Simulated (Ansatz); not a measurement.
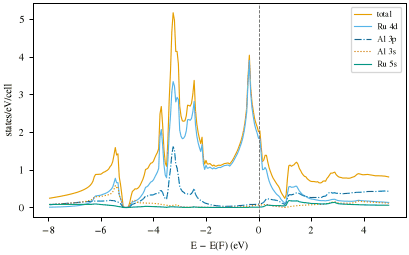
Fig. 1. Total and projected density of states of AlRu (rock salt, Fm-3m), r²SCAN in the plane-wave PAW code Ansatz

Problem. Which orbitals carry the states next to the Fermi level?

Solution. Within 0.5 eV of the Fermi level: Ru 4d 89 %, Al 3p 6 %. Projections are on Löwdin-orthogonalised atomic valence shells; empty p or d shells of many metals are not among them.

Problem. Where is the tallest occupied peak in this window, and what makes it?

Solution. Near -3.2 eV, about 5.2 states/eV per cell; the largest projected share is Ru 4d.

The start of the workflow was typed in or built on a structure type; neither database checked (COD, Materials Project) lists it. COD files the formula under space group No. 221, so this cell is another polymorph or a model. Its standing as an ambient phase is unchecked. The r²SCAN relaxation kept the symmetry of its start. At this level the phase is mechanically unstable. The run is not spin-polarised. Its formation energy is positive at this level, so the cell may be metastable or incomplete. Spin–orbit coupling is left out wherever it is not named.

Potentials: the earlier of the program's two PAW sets.
